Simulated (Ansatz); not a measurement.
Effect of O on a Ba site (antisite), symmetric start on BaTiO3

Take a 15-atom supercell of BaTiO$_{3}$ in the cubic perovskite structure (space group Pm-3m, No. 221; a = 3.9699 Å) at its relaxed geometry as the base.

It is then changed as follows: one Ba atom is replaced by O, atoms relaxed at fixed cell.

Level of theory: PBEsol (Ansatz, a first-principles code; PAW; 420 eV plane waves; no spin-orbit coupling). Settings: 4×5×5 k-points, 0.01 eV Fermi–Dirac smearing.

```tsv
quantity	base	changed	shift
pressure	0.0 GPa	-4.5 GPa	-4.5 GPa
energy gained by relaxation	–	0.08 eV	–
```

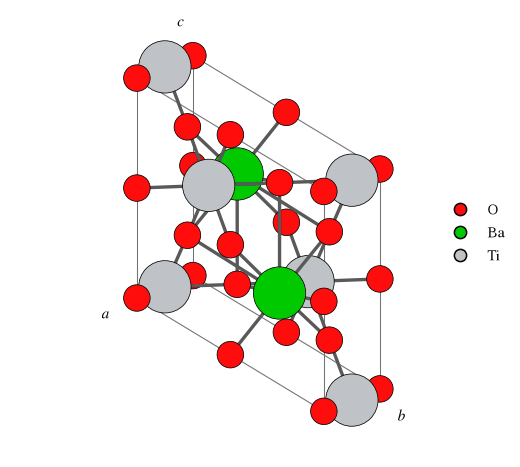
The relaxed cell after the change

Other magnetic orders, which the real material may have, were not ruled out. The cell is small, so the values are those of an ordered compound at a high defect concentration; dilute-limit values will differ. A case with no gap was solved on a k-mesh chosen for an insulator, which is coarse for it. The defect started on the symmetric site and kept its symmetry, so it may sit on a saddle. No Hubbard U is applied, and correlation can decide whether such a compound is a metal. Spin-polarised in the final run: O on a Ba site (antisite); the other runs are not. Many cubic perovskites are stable only at high temperature; tilts and polar distortions were not tested. The defect cell is spin-polarised and ends with 4.0 μB. This is not the structure that BaTiO3 has at room temperature and ambient pressure.
